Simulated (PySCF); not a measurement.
## A study: C4H12Ge, SMILES `C[Ge](C)(C)C`

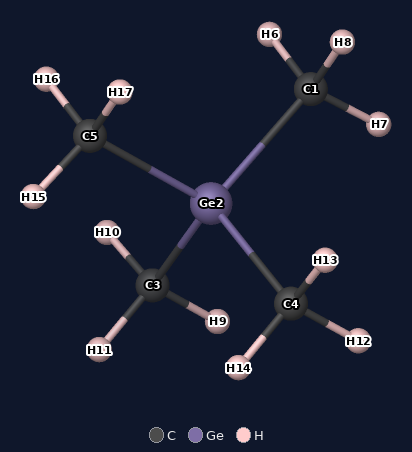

The molecule, with its atoms numbered as below. No frequency check shows the geometry to be a minimum.

Cartesian coordinates (Å):

```
C1       0.9821    1.0868   -1.3421
Ge2     -0.0003   -0.0001    0.0005
C3      -1.0314   -1.4254   -0.9241
C4       1.2974   -0.8297    1.2562
C5      -1.2498    1.1681    1.0123
H6       0.2949    1.5317   -2.0563
H7       1.6874    0.4721   -1.8949
H8       1.5345    1.8875   -0.8627
H9      -0.3718   -2.0637   -1.5054
H10     -1.7630   -0.9944   -1.6022
H11     -1.5583   -2.0478   -0.2092
H12      2.0005   -1.4623    0.7232
H13      1.8876   -0.0672    1.7597
H14      0.7853   -1.4402    1.9937
H15     -1.8159    0.5934    1.7370
H16     -1.9539    1.6526    0.3417
H17     -0.7067    1.9442    1.5448
```

### 1. Bonding charge

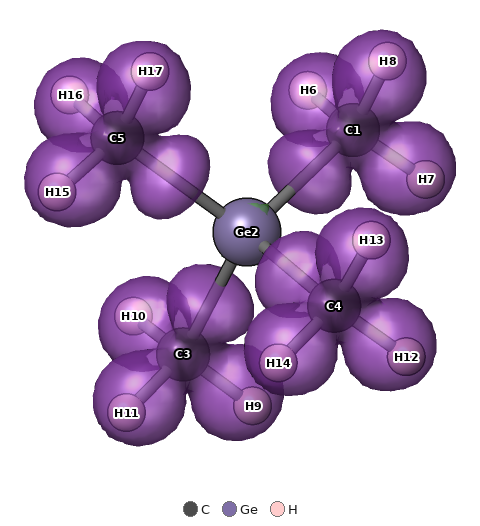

Deformation density (molecule less spherical, spin-averaged free atoms at the same positions), surfaces at ±0.1 e/Å³; purple: gain, green: loss.

Method: PBE0/def2-TZVP; geometry: GFN2-xTB; program: PySCF.

**How much density has each bond gained at its critical point, relative to the free atoms?**

C5–H15, C1–H8 and C3–H11: +0.69 e/Å³ at the bond critical point (bond length 1.08 Å, Mayer order 1.0). C4–H14, C4–H12, C3–H9, C1–H6 and 5 more like them: +0.68 e/Å³ at the bond critical point (bond length 1.09 Å, Mayer order 1.0). Ge2–C4, Ge2–C3, C1–Ge2 and Ge2–C5: +0.19 e/Å³ at the bond critical point (bond length 1.99 Å, Mayer order 1.0). In all, 3.6 electrons gather in the regions of gain relative to the promolecule.

### 2. Bond critical points

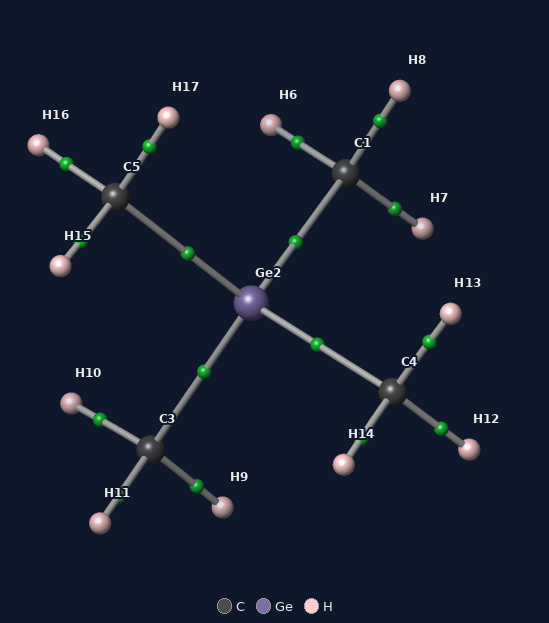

Molecular graph of the electron density (QTAIM): bond paths, bond critical points (green), ring points (magenta, if any); weak paths are dashed.

**How many critical points of each kind are there, and does the count close?**

17 nuclei, 16 bond, 0 ring and 0 cage critical points: 17 − 16 + 0 − 0 = 1, as the Poincaré–Hopf relation requires.

**Tabulate density, Laplacian, ellipticity and energy density at the bond critical points (atomic units).**

| bond | length (Å) | ρ (a.u.) | ∇²ρ (a.u.) | ε | H (a.u.) |
| --- | --- | --- | --- | --- | --- |
| C5–H15 (3 alike) | 1.084 | 0.277 | −0.93 | 0.02 | −0.280 |
| C4–H14 (9 alike) | 1.086 | 0.276 | −0.93 | 0.02 | −0.278 |
| Ge2–C4 (4 alike) | 1.987 | 0.121 | +0.08 | 0.00 | −0.059 |

**What kind of interaction is Ge2–C4?**

Polar or intermediate (positive Laplacian, negative energy density H): ρ = 0.121, ∇²ρ = +0.08, H = −0.059 a.u.

### 3. Local ionisation energy

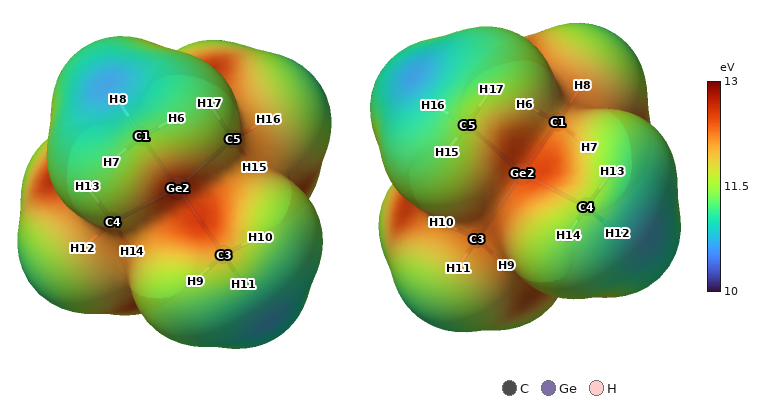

Average local ionisation energy on the surface of electron density 0.001 a.u. (back view left, front view right).

**Where are the most loosely bound electrons on this surface?**

The lowest value is 10.6 eV, near H16 (1.84 Å), H15 (1.91 Å), H17 (1.93 Å) and C5 (1.98 Å), and at like points elsewhere. For comparison, the highest occupied orbital lies at −8.0 eV.

**What volume does the surface enclose, and what is the dipole moment?**

About 157 Å³; the dipole moment is 0.0 D.

### 4. In an electric field

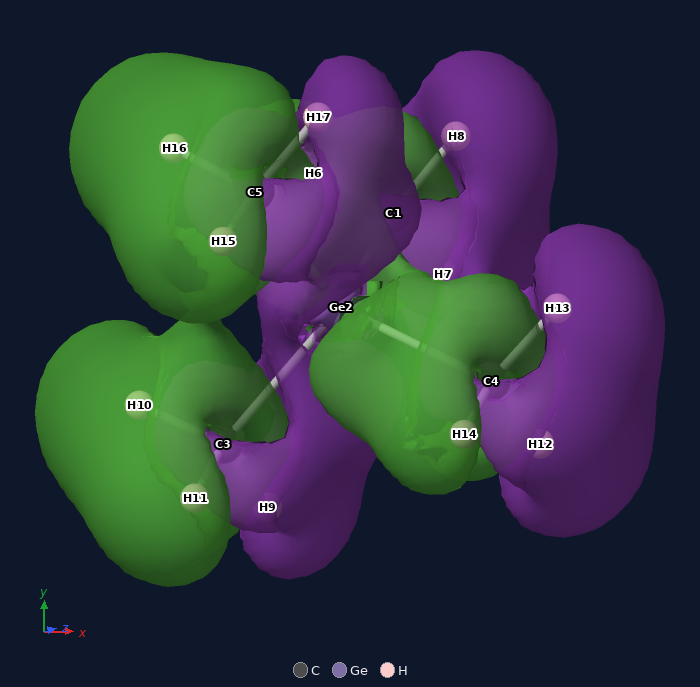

Change of the electron density in a uniform field of 0.21 V/Å, surfaces at ±0.0008 e/Å³ (purple: gain, green: loss).

PySCF calculation, PBE0/def2-TZVP, gas phase; geometry: GFN2-xTB. A basis without diffuse functions makes polarisabilities too small.

The field was applied in both directions; the picture shows the one opposite to the script's first.

**Along which Cartesian direction does the field point?**

Along −x: electrons gather on the +x side, against the field.

**How large is the response?**

The induced dipole is 0.82 D (along the field); α along this axis, from the fields in both directions, is 80 bohr³ (11.9 Å³).
